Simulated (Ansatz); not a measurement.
# Random start for glassy GePd4 (110 atoms), the frame at 585 fs of a trajectory, stage 'melting at 2200 K' (instantaneous temperature 2427 K)

The starting structure: 110 atoms (22 Ge, 88 Pd) packed at random in a cube at 10.3 g/cm³ and pushed apart as soft spheres; a start for melting by ab initio MD, not an equilibrated structure. The starting density is a measured one.

Geometry: the frame at 585 fs of a trajectory, stage 'melting at 2200 K' (instantaneous temperature 2427 K). Computed with Ansatz 0.2.0: Kohn-Sham DFT, PBE, PAW (set soft_2), plane waves; cutoff 420 eV, Γ point, fermi-dirac smearing of 0.19 eV; density 10.3 g/cm³.

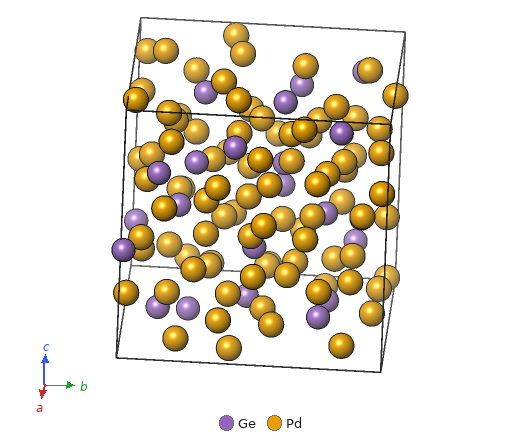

The structure (germanium purple, palladium orange). Some periodic images of atoms are drawn too.

Cell vectors (Å):

```
12.091 0.000 0.000
0.000 12.091 0.000
0.000 0.000 12.091
```

Positions in Å, forces in eV/Å:

```csv
atom,x,y,z,fx,fy,fz
Ge1,7.817,10.755,5.833,0.423,2.291,0.276
Ge2,9.587,4.935,9.609,0.053,-0.300,0.356
Ge3,7.560,5.907,4.065,-0.698,-0.769,-0.189
Ge4,1.872,6.877,5.038,-1.834,1.740,-0.495
Ge5,1.721,10.276,2.435,-1.516,-2.072,1.508
Ge6,6.483,7.030,10.792,-1.247,-0.641,-0.031
Ge7,6.406,9.269,1.220,-0.063,0.807,-1.255
Ge8,7.355,1.599,0.815,0.744,-0.245,0.720
Ge9,7.290,3.113,7.932,0.561,0.685,0.068
Ge10,5.838,5.582,1.023,-4.332,-0.620,0.368
Ge11,1.027,10.345,10.435,-0.681,-1.346,1.612
Ge12,12.000,0.126,5.233,0.823,-0.213,1.511
Ge13,9.880,1.513,8.287,-1.854,-0.548,-3.075
Ge14,9.821,9.780,10.668,-0.178,0.654,0.606
Ge15,9.363,9.021,1.491,0.182,0.408,-0.784
Ge16,2.850,0.271,3.267,-1.460,2.084,-0.868
Ge17,1.919,7.552,9.961,0.534,-0.334,0.529
Ge18,5.396,2.902,0.087,-1.569,-0.484,-0.065
Ge19,3.634,3.250,9.990,0.157,0.430,-1.070
Ge20,4.416,7.017,7.050,-0.154,0.861,-0.259
Ge21,6.301,2.346,5.449,-0.054,-0.894,-0.454
Ge22,5.400,9.024,5.082,-0.605,-0.613,-2.868
Pd23,11.553,8.144,11.403,-0.162,1.009,0.844
Pd24,0.529,4.275,5.995,0.477,-2.253,-1.241
Pd25,7.605,8.509,5.726,1.503,-2.273,-0.185
Pd26,6.502,7.754,3.060,-1.148,0.111,0.277
Pd27,10.755,6.950,1.536,1.446,1.049,-0.605
Pd28,9.712,0.818,5.049,-0.765,0.680,-0.504
Pd29,9.334,6.564,7.787,0.507,0.005,-0.370
Pd30,4.170,7.011,4.237,0.444,0.238,1.055
Pd31,9.667,10.433,3.398,-1.255,0.934,0.866
Pd32,9.937,0.332,11.802,-0.217,-1.597,0.848
Pd33,1.923,5.281,8.656,0.228,0.111,1.274
Pd34,1.970,8.977,0.250,-0.398,-0.167,-0.324
Pd35,6.520,7.411,7.955,1.592,-1.785,0.684
Pd36,4.193,9.451,2.445,-0.276,-1.293,-0.114
Pd37,0.327,0.379,10.603,0.530,-0.155,3.551
Pd38,11.443,11.801,8.443,1.498,-1.250,1.033
Pd39,9.320,4.859,2.382,-0.993,-1.155,2.271
Pd40,11.556,4.287,8.349,0.304,-1.354,0.805
Pd41,9.209,9.182,8.427,-0.935,0.016,-1.637
Pd42,9.513,3.721,6.940,-0.103,-1.267,0.909
Pd43,11.651,8.846,8.827,1.389,0.367,-0.640
Pd44,7.839,0.904,7.197,-0.693,-0.595,-1.171
Pd45,1.784,7.863,2.863,0.360,-0.902,-0.566
Pd46,3.644,3.808,1.703,0.535,-1.248,1.182
Pd47,6.159,12.015,11.275,1.921,1.360,0.769
Pd48,11.781,9.101,3.634,0.774,0.093,-0.586
Pd49,7.062,0.755,3.511,0.514,1.982,0.564
Pd50,7.283,4.208,11.930,1.821,-1.225,-0.704
Pd51,2.978,5.390,6.285,0.861,-2.299,0.482
Pd52,11.803,4.556,1.991,1.712,0.389,1.309
Pd53,8.495,11.570,9.328,0.143,-0.304,0.883
Pd54,1.288,6.354,0.913,-0.616,0.051,-0.993
Pd55,8.179,3.698,4.814,-0.344,-1.917,-1.188
Pd56,2.250,4.687,3.687,-0.632,0.241,0.092
Pd57,9.920,5.028,12.053,-1.364,0.423,-1.862
Pd58,6.699,9.819,8.114,2.927,1.840,-0.795
Pd59,11.650,10.230,1.024,-0.522,0.583,0.042
Pd60,1.058,2.246,4.266,0.597,-0.653,-0.171
Pd61,4.910,4.373,4.485,0.337,1.532,0.280
Pd62,8.043,1.791,10.546,-0.053,0.968,-0.285
Pd63,6.604,3.839,2.688,0.787,-0.366,-1.558
Pd64,9.179,7.515,3.391,0.252,1.415,1.496
Pd65,4.549,9.778,6.942,-3.189,1.334,0.831
Pd66,6.860,9.372,10.836,0.217,1.092,0.745
Pd67,11.764,6.195,9.902,-0.151,1.624,-0.633
Pd68,4.868,0.951,7.288,-0.687,-2.006,-1.571
Pd69,1.840,7.983,7.506,1.615,-1.134,-0.982
Pd70,3.893,2.240,5.328,-1.855,0.618,-0.528
Pd71,0.040,1.917,7.419,0.394,-0.200,-1.357
Pd72,7.190,5.002,9.429,-0.059,0.108,-0.538
Pd73,4.441,11.770,4.701,2.897,-1.661,0.774
Pd74,4.704,1.908,2.883,0.254,-1.404,-0.285
Pd75,12.067,6.484,6.804,-1.129,0.862,1.397
Pd76,4.577,5.902,9.229,-0.536,-1.250,0.808
Pd77,3.056,4.851,11.745,-0.570,1.064,-3.253
Pd78,8.026,11.414,1.316,0.473,-0.992,-0.200
Pd79,9.713,5.815,5.393,-0.783,-0.231,0.022
Pd80,7.793,6.408,1.187,3.094,3.327,-1.199
Pd81,5.288,11.578,1.513,0.057,1.302,1.588
Pd82,3.588,1.345,11.885,0.964,1.574,-0.737
Pd83,1.355,2.688,10.180,0.484,0.127,-0.701
Pd84,5.613,2.007,9.287,0.509,0.647,2.943
Pd85,2.585,0.306,9.504,1.462,1.688,-0.543
Pd86,4.684,8.516,9.326,-1.706,1.370,0.401
Pd87,5.024,3.761,7.280,-0.003,0.974,0.473
Pd88,3.940,10.712,11.616,0.000,-1.561,-1.663
Pd89,0.644,10.006,6.173,-1.019,0.981,0.960
Pd90,9.285,2.070,2.291,-2.176,-1.609,0.365
Pd91,7.214,5.543,6.385,-1.032,-0.546,0.743
Pd92,4.219,7.782,11.750,0.517,-0.284,0.067
Pd93,2.370,0.335,6.099,-1.935,-0.634,0.974
Pd94,2.436,2.843,7.603,0.785,-0.240,0.100
Pd95,10.994,2.614,0.694,-1.613,-1.855,-1.097
Pd96,3.787,6.369,1.776,-0.012,0.804,0.652
Pd97,10.635,3.293,3.975,1.922,0.000,2.109
Pd98,10.747,2.069,10.160,0.363,4.058,1.687
Pd99,11.771,6.071,4.188,1.542,0.831,-2.172
Pd100,2.115,11.796,0.875,-2.157,1.345,-0.310
Pd101,11.532,0.306,2.986,0.005,0.418,-1.653
Pd102,5.149,11.311,9.231,-2.031,0.213,-0.966
Pd103,10.075,10.886,6.779,-0.952,-0.878,-2.778
Pd104,0.144,4.385,11.522,1.783,0.455,-0.709
Pd105,6.818,10.379,3.618,-0.148,-0.792,0.115
Pd106,2.387,10.081,8.666,1.115,0.003,-1.165
Pd107,8.687,7.449,10.080,0.825,-1.223,2.529
Pd108,2.586,9.627,4.640,1.138,0.069,0.959
Pd109,1.270,2.608,1.060,2.642,-0.987,0.669
Pd110,10.673,8.343,5.732,-1.525,0.377,0.968
```

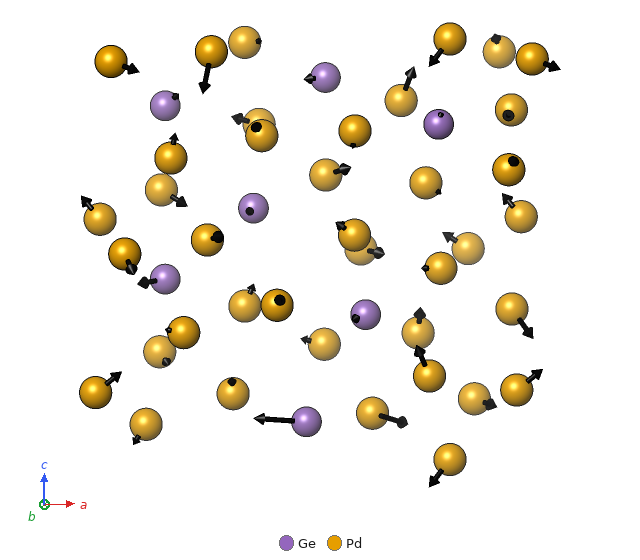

The forces as arrows, the longest 4.70 eV/Å. Drawn is a slice 4 Å thick, seen along the normal of the ac plane.

Only the Γ point is sampled, in a cell whose shortest periodic width is 12 Å.

The r.m.s. force component is 1.21 eV/Å; the longest force, 4.70 eV/Å, acts on Pd80. The energy lies 154.9 meV/atom below that of the first step of this run.

[Logs are printed without paths, hosts, clocks, repeated set-up lines and the standing remarks that a program may print on its own settings, such as how far it seeks lower states.]

[Hosts, paths, dates, database ids (printed as entryN), source tags and the programs' standing remarks are cut or masked in the printed files.]
